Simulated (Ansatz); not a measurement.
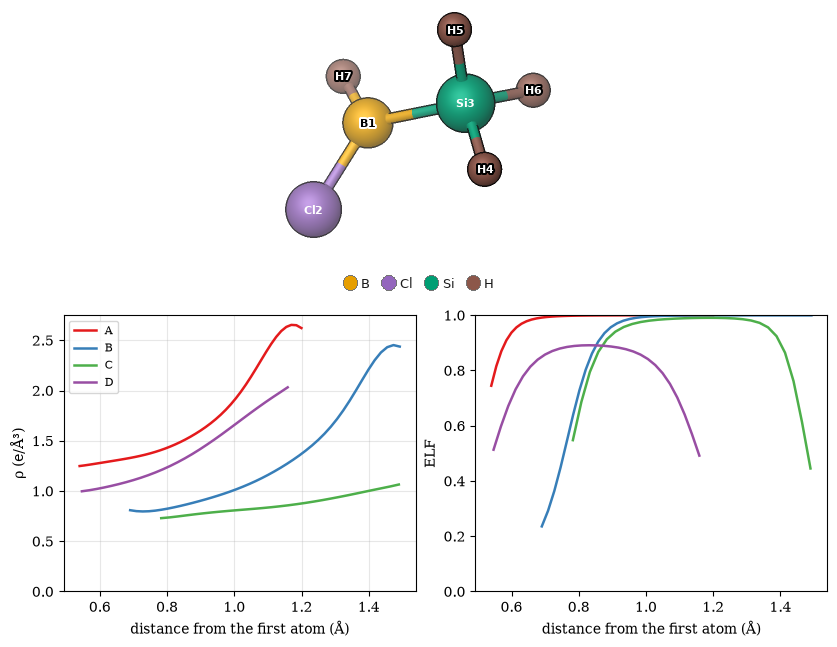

BClH$_{4}$Si (SMILES [SiH3]BCl). Electron density and ELF along straight lines between neighbouring atoms. The curves leave out the atomic cores. The structure is drawn too.

Geometry: PBE0-D3(BJ)/pcseg-1.

The calculation used isolated molecule in a Gaussian basis; Kohn-Sham density functional theory, functional PBE0 in Ansatz 0.2.0.

Input

```
basis:
  gaussian: {orbitals: def2-TZVPD}
crystal:
  periodic: [false, false, false]
  atoms:
    - symbol: B
      position_ang: [-0.159446, -0.026759, 1.825430]
    - symbol: Cl
      position_ang: [-1.500514, 1.037461, 2.183350]
    - symbol: Si
      position_ang: [-0.354979, -2.036222, 1.870116]
    - symbol: H
      position_ang: [-1.732077, -2.478913, 2.236031]
    - symbol: H
      position_ang: [0.621198, -2.593917, 2.857597]
    - symbol: H
      position_ang: [-0.002143, -2.584718, 0.523321]
    - symbol: H
      position_ang: [0.874732, 0.517010, 1.553969]
hamiltonian: {xc: {name: PBE0}}
output: {forces: true, orbitals: {seedname: orbitals}}
```

Launched as:

```sh
ansatz run input.yaml --threads 1 --pin off --max-ram 2610MiB --events-out events.jsonl --progress --plain --runs-dir runs
```

### Which curve belongs to which contact (B–Cl, B–H, Si–B and Si–H)? The first atom named is at distance zero.

Curve A: B–H (1.20 Å): the density is about 1.3 e/Å³ at the midpoint; the ELF climbs to about 1 towards the hydrogen, as it does in any bond to H: an ordinary covalent bond to hydrogen. Curve B: Si–H (1.49 Å): ρ is about 0.8 e/Å³ halfway; the ELF climbs to about 1 towards the hydrogen. Curve C: Si–B (2.02 Å): ρ is about 0.81 e/Å³ halfway; the ELF peaks at about 1 between the atoms: a shared electron pair. Curve D: B–Cl (1.75 Å): the density is about 1.4 e/Å³ at the midpoint; the ELF peaks at about 0.90 between the atoms (a shared but strongly polarised pair).
